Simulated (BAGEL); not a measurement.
# GaF3 (SMILES [F][Ga]([F])[F]) at PBE0/aug-cc-pVDZ (density fitting with qzvpp-jkfit)

What is the energy change on altering one bond length of GaF3 at PBE0/aug-cc-pVDZ (density fitting with qzvpp-jkfit)? 

Program for the calculation: BAGEL 1.2.2.

6 further runs of the same task are left out: 4 that didn't finish, 2 set aside as unsound or not needed. Runs told in other sessions of the task aren't counted.

## Step 1: The molecule

The species is GaF3 (4 atoms), meant as a singlet with charge 0. As SMILES, `[F][Ga]([F])[F]`. Geometry: a GFN2-xTB relaxation, a rough one for these elements and not checked as a minimum.

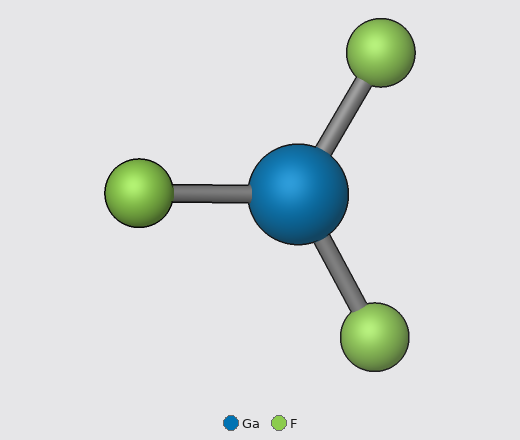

The structure, seen from a chosen angle (gallium blue, fluorine green).

## Step 2: The energy at PBE0/aug-cc-pVDZ (density fitting with qzvpp-jkfit)

Contents of input.json:

```json
{ "bagel": [

{
  "title": "molecule",
  "basis": "aug-cc-pvdz.json",
  "df_basis": "qzvpp-jkfit",
  "angstrom": true,
  "geometry": [
    { "atom": "Ga", "xyz": [      -0.000550,      -0.000780,      -0.000110 ] },
    { "atom": "F", "xyz": [       1.731690,      -0.026300,       0.013140 ] },
    { "atom": "F", "xyz": [      -0.840770,       1.514130,      -0.017200 ] },
    { "atom": "F", "xyz": [      -0.890370,      -1.487050,       0.004170 ] }
  ]
},

{ "title": "ks", "xc_func": "pbe0" },

{ "title": "print", "file": "orbitals.molden", "orbitals": true }

]}
```

The basis set aug-cc-pVDZ is read from a file made from the Basis Set Exchange's data (not shown).

Command:

```sh
$ BAGEL_NUM_THREADS=1 BAGEL input.json > input.out
```

Log:

```text
* using 1 threads per process

  ===============================================================
  ===============================================================

  *** Geometry ***

  { "atom" : "Ga", "xyz" : [     -0.001039,     -0.001474,     -0.000208 ] },
  { "atom" : "F", "xyz" : [      3.272420,     -0.049700,      0.024831 ] },
  { "atom" : "F", "xyz" : [     -1.588825,      2.861291,     -0.032503 ] },
  { "atom" : "F", "xyz" : [     -1.682555,     -2.810117,      0.007880 ] },

  Number of auxiliary basis functions:      497

  Since a DF basis is specified, we compute 2- and 3-index integrals:
    o Being stored without compression. Storage requirement is 0.044 GB

  Number of basis functions:      105
  Number of electrons      :       58

    * METHOD: MOLECULE                             0.29

  *** Kohn-Sham DFT ***

    * Removing 5586 points whose weight is below 1.00e-10
    * Grid points: 54038

  === Nuclear Repulsion ===
   298.5262068550

       - DIIS with orbital gradients will be used.

  === KS iteration (pbe0 / aug-cc-pvdz.json) ===
      0      -2201.71372800          0.11981664           0.33
      1      -2137.35984006          0.20781278           0.30
      2      -2205.98551177          0.12808573           0.31
      3      -2220.20035962          0.05437372           0.30
      4      -2222.80972664          0.03750574           0.30
      5      -2223.96809318          0.00206214           0.30
      6      -2223.97264178          0.00079762           0.30
      7      -2223.97302486          0.00051262           0.30
      8      -2223.97322864          0.00006991           0.30
      9      -2223.97323278          0.00001248           0.30
     10      -2223.97323290          0.00000270           0.30
     11      -2223.97323290          0.00000186           0.30
     12      -2223.97323291          0.00000043           0.30
     13      -2223.97323291          0.00000024           0.30
     14      -2223.97323291          0.00000009           0.30
     15      -2223.97323291          0.00000002           0.31
     16      -2223.97323291          0.00000000           0.30
    * SCF iteration converged.

    * Permanent dipole moment:
           (    0.002345,     0.003282,     0.000389) a.u.

    * METHOD: KS                                   5.46

    * METHOD: PRINT                                0.03

  ===============================================================
```

Run time: 6 s. Hardware: 1 thread of Arm Neoverse V1, shared host; peak memory 0.32 GiB.

## Step 3: The distorted shape, same level

Contents of calc.json:

```json
{ "bagel": [

{
  "title": "molecule",
  "basis": "aug-cc-pvdz.json",
  "df_basis": "qzvpp-jkfit",
  "angstrom": true,
  "geometry": [
    { "atom": "Ga", "xyz": [    0.671615,   -1.212689,    0.013562 ] },
    { "atom": "F", "xyz": [    2.403855,   -1.238209,    0.026812 ] },
    { "atom": "F", "xyz": [   -0.840770,    1.514130,   -0.017200 ] },
    { "atom": "F", "xyz": [   -0.218205,   -2.698959,    0.017842 ] }
  ]
},
{
  "title": "ks",
  "xc_func": "pbe0"
},
{
  "title": "print",
  "file": "orbitals.molden",
  "orbitals": true
}

]}
```

The basis set aug-cc-pVDZ is read from a file made from the Basis Set Exchange's data (not shown).

Command:

```sh
$ BAGEL_NUM_THREADS=1 BAGEL calc.json > calc.out
```

Log:

```text
* using 1 threads per process

  ===============================================================
  ===============================================================

  *** Geometry ***

  { "atom" : "Ga", "xyz" : [      1.269168,     -2.291650,      0.025628 ] },
  { "atom" : "F", "xyz" : [      4.542628,     -2.339876,      0.050667 ] },
  { "atom" : "F", "xyz" : [     -1.588825,      2.861291,     -0.032503 ] },
  { "atom" : "F", "xyz" : [     -0.412348,     -5.100293,      0.033716 ] },

  Number of auxiliary basis functions:      497

  Since a DF basis is specified, we compute 2- and 3-index integrals:
    o Being stored without compression. Storage requirement is 0.044 GB

  Number of basis functions:      105
  Number of electrons      :       58

    * METHOD: MOLECULE                             0.29

  *** Kohn-Sham DFT ***

    * Removing 4685 points whose weight is below 1.00e-10
    * Grid points: 54939

  === Nuclear Repulsion ===
   252.2130760905

       - DIIS with orbital gradients will be used.

  === KS iteration (pbe0 / aug-cc-pvdz.json) ===
      0      -2179.68344171          0.08787314           0.33
      1      -1949.70661095          0.22731804           0.31
      2      -2176.38256210          0.09690005           0.31
      3      -2146.72655382          0.23996835           0.31
      4      -2182.77622486          0.12312371           0.31
      5      -2222.11154474          0.03725404           0.30
      6      -2215.89940187          0.08331193           0.31
      7      -2223.29163129          0.02470862           0.30
      8      -2222.13836191          0.03615977           0.31
      9      -2223.78881084          0.00269845           0.31
     10      -2223.73439594          0.00957454           0.31
     11      -2223.79802927          0.00251412           0.31
     12      -2223.80306882          0.00097753           0.31
     13      -2223.80384588          0.00007803           0.31
     14      -2223.80385122          0.00001726           0.31
     15      -2223.80385141          0.00001112           0.31
     16      -2223.80385149          0.00000434           0.31
     17      -2223.80385150          0.00000324           0.31
     18      -2223.80385151          0.00000073           0.31
     19      -2223.80385151          0.00000019           0.31
     20      -2223.80385151          0.00000018           0.31
     21      -2223.80385151          0.00000006           0.31
     22      -2223.80385151          0.00000004           0.31
     23      -2223.80385151          0.00000001           0.31
     24      -2223.80385151          0.00000000           0.31
    * SCF iteration converged.

    * Permanent dipole moment:
           (   -0.864239,     1.563474,    -0.017303) a.u.

    * METHOD: KS                                   7.97

    * METHOD: PRINT                                0.03

  ===============================================================
```

It took 8.4 s on 1 thread of Arm Neoverse V1, shared host; peak memory 0.32 GiB.

## Step 4: Summary of results

Level: PBE0/aug-cc-pVDZ (density fitting with qzvpp-jkfit).

```
                                                          quantity           value
                                         first shape: total energy  -2223.97323 Eh
                                        first shape: dipole moment          0.01 D
                                          first shape: HOMO energy       -11.84 eV
                                          first shape: LUMO energy        -2.68 eV
                                        first shape: HOMO–LUMO gap         9.16 eV
                                     distorted shape: total energy  -2223.80385 Eh
                                    distorted shape: dipole moment          4.54 D
                                      distorted shape: HOMO energy        -9.09 eV
                                      distorted shape: LUMO energy        -6.29 eV
                                    distorted shape: HOMO–LUMO gap         2.79 eV
energy change with the Ga1–F3 bond stretched from 1.732 to 3.118 Å        4.609 eV
```

What this shows: With the Ga1–F3 bond stretched from 1.732 to 3.118 Å the energy rises by 4.61 eV (445 kJ/mol). The first shape isn't relaxed at this level, so the change isn't measured from a minimum. A restricted reference can't describe the breaking bond well at this length.
